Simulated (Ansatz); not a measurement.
System PbF (space group R-3m, No. 166); source of the atomic positions: the end point of a relaxation with DFT PBE, scalar-relativistic, plane waves, PAW in Ansatz; the starting structure was generated, so it need not be a known form of this composition.

```cif
data_structure
_symmetry_space_group_name_H-M 'P 1'
_symmetry_Int_Tables_number 1
_cell_length_a 4.2483
_cell_length_b 4.2483
_cell_length_c 7.9282
_cell_angle_alpha 90.000
_cell_angle_beta 90.000
_cell_angle_gamma 120.000
_cell_volume 123.92
loop_
_atom_site_label
_atom_site_type_symbol
_atom_site_fract_x
_atom_site_fract_y
_atom_site_fract_z
_atom_site_occupancy
Pb1 Pb 0.00000 0.00000 0.00000 1
F1 F 0.33333 0.66667 0.16667 1
Pb2 Pb 0.66667 0.33333 0.33333 1
F2 F 0.00000 0.00000 0.50000 1
Pb3 Pb 0.33333 0.66667 0.66667 1
F3 F 0.66667 0.33333 0.83333 1
```

Bonds are taken as F–Pb below 3.1 Å. Simplification: prune 0- and 1-connected atoms, fold 2-connected ones into links.

Derive the underlying net.

The result is a uninodal 6-connected, three-periodic net: Pb and F are 6-connected nodes. It is the pcu net, known from NaCl, ReO3 and the B-X framework of perovskite. It is a single net, without interpenetration.

```json
{"node": "Pb and F", "links": "6", "point symbol": "4¹²·6³", "coordination sequence": "6 18 38 66 102 146 198 258"}
```

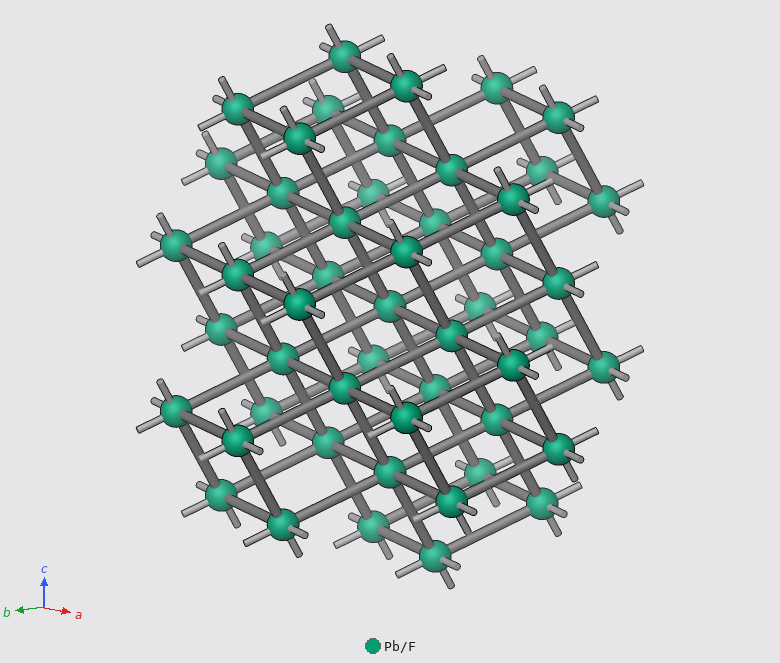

Nodes are coloured by topological kind. Edges to nodes outside the piece are drawn as stubs.
